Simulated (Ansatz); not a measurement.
# How fast states decay through RbH2IO

Wanted: the relaxed cell of RbH2IO, its band edges and its decay constants. It is built by putting Rb for Li in the LiH2IO structure of space group Pmma, with the volume rescaled by atomic radii. The parent structure comes from the Materials Project.

Method: r2SCAN DFT, plane waves, PAW files, in the first sound run; inputs show where later runs differ, in Ansatz 0.2.0.

The structure was built from a prototype and need not be the compound's stable phase.

## Step 1: The starting structure

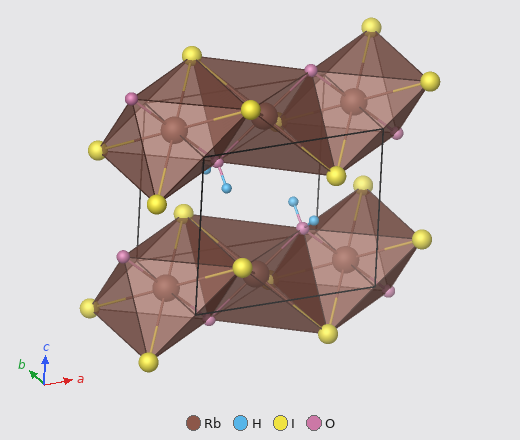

The starting structure, seen from a free direction (rubidium brown, hydrogen blue, iodine yellow, oxygen pink). Some periodic images of atoms are drawn too.

## Step 2: Relaxing the new crystal

The substituted atoms don't fit the parent's cell, so cell and atoms relax together. A small smearing keeps the run stable in case the gap closes on the way.

File input.yaml:

```yaml
crystal:
  lattice:
    - [7.4806961504, 0.0, 0.0]
    - [0.0, 5.1120314981, 0.0]
    - [0.0, 0.0, 6.5340592175]
  atoms:
    - { symbol: Rb, position: [0.5, 0.5, 0.0] }
    - { symbol: Rb, position: [0.0, 0.5, 0.0] }
    - { symbol: H, position: [0.75, 0.675496, 0.352828] }
    - { symbol: H, position: [0.75, 0.324504, 0.352828] }
    - { symbol: H, position: [0.25, 0.675496, 0.647172] }
    - { symbol: H, position: [0.25, 0.324504, 0.647172] }
    - { symbol: I, position: [0.75, 0.0, 0.745454] }
    - { symbol: I, position: [0.25, 0.0, 0.254546] }
    - { symbol: O, position: [0.75, 0.5, 0.242964] }
    - { symbol: O, position: [0.25, 0.5, 0.757036] }
kpoints:
  mp_grid: { grid: [4, 4, 4] }
scf:
  occupations: { method: gaussian, width: 0.03 }
hamiltonian:
  xc: r2scan
output:
  forces: true
  stress: true
relax:
  f_tol: 0.02
  max_steps: 60
  cell: {}
```

Command:

```bash
ansatz run input.yaml --threads 2 --pin off --max-ram 4096MiB --backend cpu --events-out ev --progress --plain --runs-dir out
```

Numbers of over 12 decimals in the logs are rounded to 6 here.

Log:

```text
Engine: ansatz 0.2.0, x86_64-unknown-linux-gnu
Pseudopotentials: kind: paw
Pseudopotential: Rb, paw, valence charge 9, recommended cutoff 500 eV (meta_gga), Rb.paw.azcp
Pseudopotential: H, paw, valence charge 1, recommended cutoff 500 eV (meta_gga), H.paw.azcp
Pseudopotential: I, paw, valence charge 17, recommended cutoff 500 eV (meta_gga), I.paw.azcp
Pseudopotential: O, paw, valence charge 6, recommended cutoff 500 eV (meta_gga), O.paw.azcp
Functional definition: r2SCAN
  parameter k0 = 0.174
  parameter k1 = 0.065
  parameter a1 = 4.9479
  exchange = r2scan_x(k0 = k0, k1 = k1, a1 = a1)
  correlation = r2scan_c
Crystal: 10 atoms, lattice volume = 249.873 Å³
Basis set: ecut = 500 eV, 6331 PW (Γ), exchange–correlation on 240×160×192 points (64 copies of the dense FFT grid, shifted against one another)
Bands: 44, of which v1, the nominal top of the filled ones, is band 34 counted from 1 (33 counted from 0)
Symmetry: 8 space group operations
Space group: Pmma (ITA 51), of the structure as read, at distance tolerance 6.3e-5 Å
k-points: 27 of 64
Non-local potential: Rb, projectors of the file, l = 0: 3, l = 1: 2, l = 2: 2
Non-local potential: H, projectors of the file, l = 0: 2, l = 1: 1
Non-local potential: I, projectors of the file, l = 0: 2, l = 1: 2, l = 2: 2, l = 3: 2
Non-local potential: O, projectors of the file, l = 0: 2, l = 1: 2, l = 2: 1
PAW form: soft (Blöchl's): semilocal exchange-correlation on the pseudo side does not see the compensation charge
PAW frozen core: Rb, regenerated for the run's functional (the file was generated under x = pbe(κ = 0.804, μ = 0.219515), c = pbe(β = 0.066725))
PAW frozen core: I, regenerated for the run's functional (the file was generated under x = pbe(κ = 0.804, μ = 0.219515), c = pbe(β = 0.066725))
PAW frozen core: O, regenerated for the run's functional (the file was generated under x = pbe(κ = 0.804, μ = 0.219515), c = pbe(β = 0.066725))
PAW one-centre angular grid: Rb, 302 points (default); XC on 160 Gauss nodes
PAW one-centre angular grid: H, 302 points (default); XC on 160 Gauss nodes
PAW one-centre angular grid: I, 590 points (default); XC on 160 Gauss nodes
PAW one-centre angular grid: O, 302 points (default); XC on 160 Gauss nodes
Initial density: superposition of atomic densities (neutral atoms: chi_scale 0, normalization atom), corrected by the library's trained network
Initial wavefunctions: pseudopotential atomic-orbital guess
Functional: x = r2scan, c = r2scan; τ floored in thin density (d = 2e-4 eV/Å³)
SCF iter   1: F=—  HF=-22817.038337 eV  |F-HF|=—  |Δ(HF+E_count)|=         —  Δρ=3.64e-3  dr2=2.78e-2  dr2_τ=1.64e-1  ethr=1.77e-3  ⟨swp⟩=8.6  Hψ=5974  notcnv=0  defer=9
preconditioner: auto → Resta (q_TF=auto, 2.196 Å⁻¹)  ε∞=2.5  [insulator: Δε(μ)=3.423 eV  Ē_g=12.059 eV  σ=0.030 eV  W_gap=1.00  n_scr=42 (ndim 8)  ℏωp=14.9 eV  f_vac=0.186  D(μ)=0.00/eV (n_scr^D=0)  ε∞_Penn≈2.5]
SCF iter   2: F=—  HF=-22817.073219 eV  |F-HF|=—  |Δ(HF+E_count)|=   3.49e-2  Δρ=2.08e-3  dr2=6.61e-3  dr2_τ=7.46e-4  ethr=4.08e-5  ⟨swp⟩=3.2  Hψ=2368  notcnv=0  defer=117
SCF iter   3: F=—  HF=-22817.074136 eV  |F-HF|=—  |Δ(HF+E_count)|=   9.17e-4  Δρ=1.05e-3  dr2=2.38e-3  dr2_τ=3.80e-4  ethr=9.71e-6  ⟨swp⟩=2.9  Hψ=2010  notcnv=0  defer=63
automatic band count: iteration 3 solves 42 bands in place of 44: the levels show a gap, and the empty bands left out lie too high to hold charge; the band table lists the bands solved (type scf.n_extra_bands for more)
SCF iter   4: F=—  HF=-22817.073836 eV  |F-HF|=—  |Δ(HF+E_count)|=   3.00e-4  Δρ=2.14e-4  dr2=1.21e-4  dr2_τ=5.29e-6  ethr=3.50e-6  ⟨swp⟩=2.0  Hψ=1601  notcnv=0  defer=63
SCF iter   5: F=—  HF=-22817.073907 eV  |F-HF|=—  |Δ(HF+E_count)|=   7.12e-5  Δρ=7.42e-5  dr2=1.98e-5  dr2_τ=6.80e-7  ethr=1.77e-7  ⟨swp⟩=2.4  Hψ=2164  notcnv=0  defer=63
SCF iter   6: F=—  HF=-22817.073905 eV  |F-HF|=—  |Δ(HF+E_count)|=   2.09e-6  Δρ=2.87e-5  dr2=1.84e-6  dr2_τ=1.51e-7  ethr=2.92e-8  ⟨swp⟩=2.0  Hψ=1989  notcnv=0  defer=63
SCF iter   7: F=-22817.073907 eV  HF=-22817.073907 eV  |F-HF|=1.13e-7  |Δ(HF+E_count)|=   1.58e-6  Δρ=5.74e-6  dr2=7.55e-8  dr2_τ=3.09e-9  ethr=1.47e-10  ⟨swp⟩=4.0  Hψ=4878  notcnv=0
SCF 1 converged in 7 iterations: F = -22817.073907 eV  dr2 = 7.55e-8
  greatest PAW one-centre occupation: 0.999 electrons in one spin orbital (limit 2), on the I atom at site 7 (counted from 0), in its partial waves of l = 2
relax step   1: F+E_penalty+E_count = -22817.07390682 eV  Δ(F+E_penalty+E_count) = +0.000e0 eV  max|allowed force component| = 7.450e0 eV/Å  Δτ_max = 0.0000 Å  P = -1.109 GPa  Ω = 249.873 Å³  (7 SCF iters, dr2 threshold 1.00e-7 eV, accepted)
Crystal: 10 atoms, lattice volume = 261.055 Å³
Basis set: ecut = 500 eV, 6639 PW (Γ), exchange–correlation on 240×160×192 points (64 copies of the dense FFT grid, shifted against one another)
Initial density: handed on by an earlier stage of this run
Initial wavefunctions: those handed on with the density
iter 1 solved again at ethr=9.91e-4 eV; its pass at ethr=3.10e-3 eV (dr2=6.74e-1 eV) is discarded
SCF iter   1: F=—  HF=-22819.350839 eV  |F-HF|=—  |Δ(HF+E_count)|=         —  Δρ=2.60e-2  dr2=6.66e-1  dr2_τ=3.51e0  ethr=9.91e-4  ⟨swp⟩=1.0  Hψ=5861  notcnv=0
automatic band count: iteration 1 solves 39 bands in place of 44: the levels show a gap, and the empty bands left out lie too high to hold charge; the band table lists the bands solved (type scf.n_extra_bands for more)
preconditioner: auto → Resta (q_TF=auto, 2.180 Å⁻¹)  ε∞=2.6  [insulator: Δε(μ)=3.698 eV  Ē_g=11.620 eV  σ=0.030 eV  W_gap=1.00  n_scr=42 (ndim 8)  ℏωp=14.5 eV  f_vac=0.210  D(μ)=0.00/eV (n_scr^D=0)  ε∞_Penn≈2.6]
SCF iter   2: F=—  HF=-22819.726987 eV  |F-HF|=—  |Δ(HF+E_count)|=   3.76e-1  Δρ=1.01e-2  dr2=6.38e-2  dr2_τ=2.54e-2  ethr=9.79e-4  ⟨swp⟩=3.8  Hψ=1994  notcnv=0
SCF iter   3: F=—  HF=-22819.749851 eV  |F-HF|=—  |Δ(HF+E_count)|=   2.29e-2  Δρ=5.21e-3  dr2=1.50e-2  dr2_τ=2.26e-3  ethr=9.39e-5  ⟨swp⟩=2.8  Hψ=2023  notcnv=0  defer=27
SCF iter   4: F=—  HF=-22819.761386 eV  |F-HF|=—  |Δ(HF+E_count)|=   1.15e-2  Δρ=9.34e-4  dr2=7.23e-4  dr2_τ=6.03e-5  ethr=2.21e-5  ⟨swp⟩=2.3  Hψ=1765  notcnv=0  defer=27
SCF iter   5: F=—  HF=-22819.762023 eV  |F-HF|=—  |Δ(HF+E_count)|=   6.37e-4  Δρ=9.50e-5  dr2=2.54e-5  dr2_τ=1.02e-6  ethr=1.06e-6  ⟨swp⟩=2.0  Hψ=1589  notcnv=0  defer=27
SCF iter   6: F=—  HF=-22819.762045 eV  |F-HF|=—  |Δ(HF+E_count)|=   2.13e-5  Δρ=2.06e-5  dr2=1.91e-6  dr2_τ=6.71e-8  ethr=3.74e-8  ⟨swp⟩=2.0  Hψ=1643  notcnv=0  defer=27
[...]
relax step   7: F+E_penalty+E_count = -22820.60088938 eV  Δ(F+E_penalty+E_count) = -1.023e-2 eV  max|allowed force component| = 1.335e-1 eV/Å  Δτ_max = 0.0139 Å  P = +0.018 GPa  Ω = 269.572 Å³  energy of the carried Pulay correction = -3.872e-3 eV  (6 SCF iters, dr2 threshold 1.00e-6 eV, accepted)
relax step   8: F+E_penalty+E_count = -22820.61120745 eV  Δ(F+E_penalty+E_count) = -1.032e-2 eV  max|allowed force component| = 3.253e-2 eV/Å  Δτ_max = 0.0389 Å  P = -0.031 GPa  Ω = 267.993 Å³  energy of the carried Pulay correction = -3.572e-3 eV  (6 SCF iters, dr2 threshold 1.00e-6 eV, accepted)
relax step   9: F+E_penalty+E_count = -22820.61182708 eV  Δ(F+E_penalty+E_count) = -6.196e-4 eV  max|allowed force component| = 3.920e-2 eV/Å  Δτ_max = 0.0055 Å  P = -0.032 GPa  Ω = 267.649 Å³  energy of the carried Pulay correction = -3.506e-3 eV  (6 SCF iters, dr2 threshold 6.61e-8 eV, accepted)
relax step  10: F+E_penalty+E_count = -22820.61210555 eV  Δ(F+E_penalty+E_count) = -2.785e-4 eV  max|allowed force component| = 1.043e-2 eV/Å  Δτ_max = 0.0046 Å  P = +0.006 GPa  Ω = 267.168 Å³  energy of the carried Pulay correction = -3.415e-3 eV  (5 SCF iters, dr2 threshold 9.61e-8 eV, accepted)
relax step  11: F+E_penalty+E_count = -22820.63627976 eV  Δ(F+E_penalty+E_count) = -2.417e-2 eV  max|allowed force component| = 8.564e-3 eV/Å  Δτ_max = 0.0000 Å  P = +0.104 GPa  Ω = 267.168 Å³  stress off target by 2.79e-1 GPa  SCF on the basis re-selected at this cell (its energy is not comparable with the rows above)  (8 SCF iters)
relax step  12: F+E_penalty+E_count = -22820.64098931 eV  Δ(F+E_penalty+E_count) = -4.710e-3 eV  max|allowed force component| = 3.578e-2 eV/Å  Δτ_max = 0.0176 Å  P = +0.027 GPa  Ω = 269.607 Å³  energy of the carried Pulay correction = -6.684e-4 eV  (6 SCF iters, dr2 threshold 1.95e-7 eV, accepted)
relax step  13: F+E_penalty+E_count = -22820.64184210 eV  Δ(F+E_penalty+E_count) = -8.528e-4 eV  max|allowed force component| = 2.153e-2 eV/Å  Δτ_max = 0.0174 Å  P = +0.019 GPa  Ω = 269.942 Å³  energy of the carried Pulay correction = -8.131e-4 eV  (6 SCF iters, dr2 threshold 8.00e-8 eV, accepted)
relax step  14: F+E_penalty+E_count = -22820.64192211 eV  Δ(F+E_penalty+E_count) = -8.001e-5 eV  max|allowed force component| = 1.244e-2 eV/Å  Δτ_max = 0.0074 Å  P = -0.004 GPa  Ω = 269.999 Å³  energy of the carried Pulay correction = -8.292e-4 eV  (6 SCF iters, dr2 threshold 2.90e-8 eV, accepted)
Basis set: ecut = 500 eV, 6855 PW (Γ), exchange–correlation on 288×160×180 points (64 copies of the dense FFT grid, shifted against one another)
iter 1 solved again at ethr=2.47e-7 eV; its pass at ethr=3.10e-3 eV (dr2=1.68e-4 eV) is discarded
SCF iter   1: F=—  HF=-22820.640802 eV  |F-HF|=—  |Δ(HF+E_count)|=         —  Δρ=1.22e-4  dr2=1.68e-6  dr2_τ=3.31e-6  ethr=2.47e-7  ⟨swp⟩=4.1  Hψ=10579  notcnv=0
preconditioner: auto → Resta (q_TF=auto, 2.168 Å⁻¹)  ε∞=2.3  [insulator: Δε(μ)=4.375 eV  Ē_g=12.670 eV  σ=0.030 eV  W_gap=1.00  n_scr=48 (ndim 8)  ℏωp=14.3 eV  f_vac=0.233  D(μ)=0.00/eV (n_scr^D=0)  ε∞_Penn≈2.3]
SCF iter   2: F=—  HF=-22820.642872 eV  |F-HF|=—  |Δ(HF+E_count)|=   2.07e-3  Δρ=6.18e-5  dr2=3.90e-7  dr2_τ=5.39e-6  ethr=2.47e-9  ⟨swp⟩=3.0  Hψ=2575  notcnv=0
SCF iter   3: F=—  HF=-22820.642904 eV  |F-HF|=—  |Δ(HF+E_count)|=   3.25e-5  Δρ=2.06e-5  dr2=5.09e-8  dr2_τ=5.79e-7  ethr=5.74e-10  ⟨swp⟩=2.4  Hψ=1859  notcnv=0
SCF iter   4: F=—  HF=-22820.642905 eV  |F-HF|=—  |Δ(HF+E_count)|=   9.32e-7  Δρ=1.15e-6  dr2=2.98e-9  dr2_τ=4.71e-10  ethr=7.49e-11  ⟨swp⟩=3.0  Hψ=1973  notcnv=0
SCF iter   5: F=—  HF=-22820.642905 eV  |F-HF|=—  |Δ(HF+E_count)|=   4.22e-9  Δρ=6.18e-7  dr2=9.75e-10  dr2_τ=1.06e-10  ethr=4.38e-12  ⟨swp⟩=3.0  Hψ=1865  notcnv=0
SCF iter   6: F=—  HF=-22820.642905 eV  |F-HF|=—  |Δ(HF+E_count)|=  2.11e-10  Δρ=1.63e-7  dr2=1.42e-10  dr2_τ=6.47e-12  ethr=1.43e-12  ⟨swp⟩=2.0  Hψ=1782  notcnv=0
SCF iter   7: F=-22820.642905 eV  HF=-22820.642905 eV  |F-HF|=7.28e-12  |Δ(HF+E_count)|=  1.53e-10  Δρ=6.37e-8  dr2=2.34e-11  dr2_τ=1.19e-12  ethr=1.00e-12  ⟨swp⟩=4.9  Hψ=3992  notcnv=0
SCF 15 converged in 7 iterations: F = -22820.642905 eV  dr2 = 2.34e-11
relax step  15: F+E_penalty+E_count = -22820.64290499 eV  Δ(F+E_penalty+E_count) = -9.829e-4 eV  max|allowed force component| = 1.356e-2 eV/Å  Δτ_max = 0.0000 Å  P = -0.004 GPa  Ω = 269.999 Å³  stress off target by 1.31e-2 GPa  SCF on the basis re-selected at this cell (its energy is not comparable with the rows above)  (7 SCF iters)
basis re-selected at this cell: Δ(F+E_penalty+E_count) = -9.829e-4 eV, ΔP = -0.000 GPa vs the last step (what re-selecting the basis moved, of the pressure what is left beyond the Pulay correction that the steps carried, after the strain that the cell walked since its last selection, with what the two solves' SCF thresholds leave and, on support functions, any second-order correction that the steps lacked; it is no measure of the basis error at this ecutwfc). The dense FFT grid was sized anew with the basis: this SCF ran on 72×40×45 points, the steps before it on 64×40×45, so part of this shift can come from that change (see relax.cell in the input reference). [rest of the remark cut]
SCF converged after 7 iterations
Free energy (F): -22820.642905 eV
Harris-Foulkes:  -22820.642905 eV  (|F-HF|=7.28e-12)
Internal energy: -22820.642905 eV  (E = F + TS)
E sigma→0 (E₀):  -22820.642905 eV
Fermi energy:    2.746570 eV
--- Per-component energies (eV) ---
  E_band       = -1231.604904
  E_kinetic    = 1171.948993
  E_local      = -7195.446089  (includes V_loc(G=0)·N_el)
  E_nonlocal   = 266.552212
  E_hartree    = 3165.182617
  E_xc         = -672.990084
  E_vxc        = -844.928264  (∫ρ·V_xc dr)
  E_paw        = -15272.230885  (= ΣΔE_a)
  E_vpaw       = -1011.689578  (= ΣTr[D̂ρ^β])
  E_aug_tail   = 0.000191  (compensation charges beyond the density's cutoff)
  E_vtau       = 51.592093  (kinetic-family band-sum trace: ∫τ·v_τ [+ j·A + Jᵃ·Aᵃ] dr)
  E_ewald      = -4283.448228
  E_core_change = -0.211631  (= ΣΔE_core)
  E_smearing   = -0.000000  (= −TS)
  E_closure    = -0.000000  (closes the sum)
  Σ components = -22820.642905   (vs F -22820.642905, Δ=0.00e0)
--- Forces (eV/Å), atoms counted from 1 ---
  atom   1  Rb    -0.00000000     0.00000000    -0.00000000
  atom   2  Rb    -0.00000000     0.00000000     0.00000000
  atom   3  H      0.00000000    -0.00547759    -0.00849160
  atom   4  H      0.00000000     0.00547759    -0.00849160
  atom   5  H     -0.00000000    -0.00547759     0.00849160
  atom   6  H     -0.00000000     0.00547759     0.00849160
  atom   7  I      0.00000000    -0.00000000    -0.00015816
  atom   8  I     -0.00000000     0.00000000     0.00015816
  atom   9  O     -0.00000000     0.00000000     0.01356164
  atom  10  O      0.00000000    -0.00000000    -0.01356164
  max |Σ_I F_I| component: 1.73e-18 eV/Å
--- Stress (GPa, compression-positive) ---
        0.007142      -0.000000       0.000000
       -0.000000      -0.013114       0.000000
        0.000000       0.000000      -0.005864
  P = ⅓ Tr σ = -0.0039 GPa (-0.039 kbar)
--- Relaxed structure (13 steps of the walk, 13 accepted, 2 SCFs on fresh bases) ---
  F+E_penalty+E_count = -22820.64290499 eV   max|allowed force component| = 1.356e-2 eV/Å   (the final SCF, on the basis selected at the relaxed cell)
  cell:  # Å, volume = 269.9991 Å³
    - [9.020585, 0.0, 0.0]
    - [0.0, 5.105997, 0.0]
    - [0.0, 0.0, 5.862016]
  atoms:
    - { symbol: Rb, position: [0.500000, 0.5, 0] }
    - { symbol: Rb, position: [0, 0.5, 0] }
    - { symbol: H, position: [0.750000, 0.649647, 0.421382] }
    - { symbol: H, position: [0.750000, 0.350353, 0.421382] }
    - { symbol: H, position: [0.250000, 0.649647, 0.578618] }
    - { symbol: H, position: [0.250000, 0.350353, 0.578618] }
    - { symbol: I, position: [0.750000, -2.7147304966670166e-19, 0.747696] }
    - { symbol: I, position: [0.250000, -2.7147304966670166e-19, 0.252304] }
    - { symbol: O, position: [0.750000, 0.5, 0.318477] }
    - { symbol: O, position: [0.250000, 0.5, 0.681523] }
```

It took 1.9 min on 2 threads of Intel Xeon 6975P-C (Granite Rapids), shared host; peak memory 1.3 GiB; 3.7 min of CPU time.

The steps of the relaxation:

| step | energy less that of the first step (eV) | largest force component (eV/Å) | pressure (GPa) | volume (Å³) |
| --- | --- | --- | --- | --- |
| 1 | 0.0000 | 7.4500 | -1.11 | 249.87 |
| 2 | -2.6881 | 3.2668 | -0.91 | 261.06 |
| 3 | -2.9069 | 3.9421 | 2.80 | 266.02 |
| 4 | -3.3793 | 0.4649 | -0.05 | 266.26 |
| 5 | -3.4483 | 0.1932 | -0.09 | 268.91 |
| 6 | -3.5168 | 0.2454 | 0.13 | 268.65 |
| 7 | -3.5270 | 0.1335 | 0.02 | 269.57 |
| 8 | -3.5373 | 0.0325 | -0.03 | 267.99 |
| 9 | -3.5379 | 0.0392 | -0.03 | 267.65 |
| 10 | -3.5382 | 0.0104 | 0.01 | 267.17 |
| 11* | -3.5624 | 0.0086 | 0.10 | 267.17 |
| 12 | -3.5671 | 0.0358 | 0.03 | 269.61 |
| 13 | -3.5679 | 0.0215 | 0.02 | 269.94 |
| 14 | -3.5680 | 0.0124 | 0.00 | 270.00 |
| 15* | -3.5690 | 0.0136 | 0.00 | 270.00 |

Relaxation steps marked * repeat the geometry before them on a plane-wave basis chosen anew for their cell, so energy and pressure can jump there.

The run keeps the 8 symmetry operations that it works with, so distortions that break them were not tested.

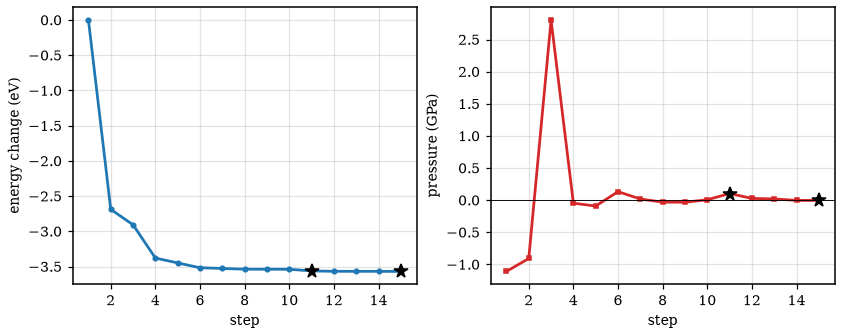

Energy and pressure along the relaxation. Stars mark steps on a basis chosen anew.

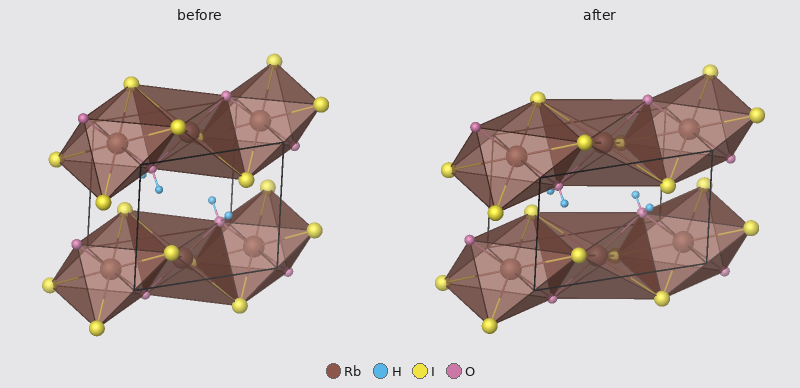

Before and after, at one scale.

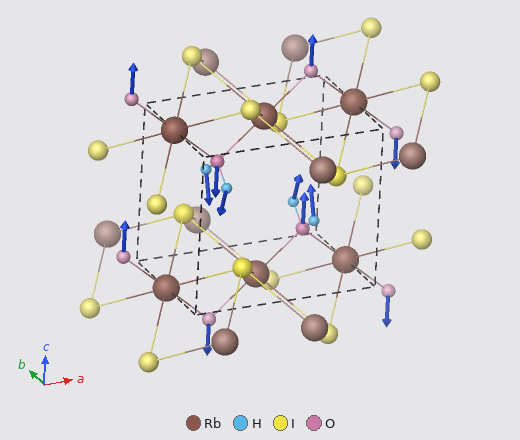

Displacements in the relaxation, exaggerated, measured against the changing cell; the longest in the cell stands for 0.44 Å. Some periodic images of atoms are drawn too.

```
     cell as run  before  after   change
           a (Å)   7.481  9.021  +20.6 %
           b (Å)   5.112  5.106   -0.1 %
           c (Å)   6.534  5.862  -10.3 %
volume (Å³/atom)   24.99  27.00   +8.1 %
```

The atoms that moved most (Å, as changes of fractional coordinates times the final cell):

```
atom     dx      dy      dz  length
  O9  0.000   0.000   0.443   0.443
 O10  0.000   0.000  -0.443   0.443
  H3  0.000  -0.132   0.402   0.423
  H5  0.000  -0.132  -0.402   0.423
  H6  0.000   0.132  -0.402   0.423
  H4  0.000   0.132   0.402   0.423
  I7  0.000   0.000   0.013   0.013
  I8  0.000   0.000  -0.013   0.013
```

Numbers from this step:

| Quantity | Value |
| --- | --- |
| free energy | -22820.6429 eV |
| Fermi energy | 2.747 eV |
| pressure | -0.003945 GPa |

The largest force component on a free atom ends at 0.014 eV/Å.

(Part 1 of 3 ends here.)

[Logs are printed without paths, hosts, clocks, repeated set-up lines and the standing remarks that a program may print on its own settings, such as how far it seeks lower states.]

[Hosts, paths, dates, database ids (printed as entryN), source tags and the programs' standing remarks are cut or masked in the printed files.]
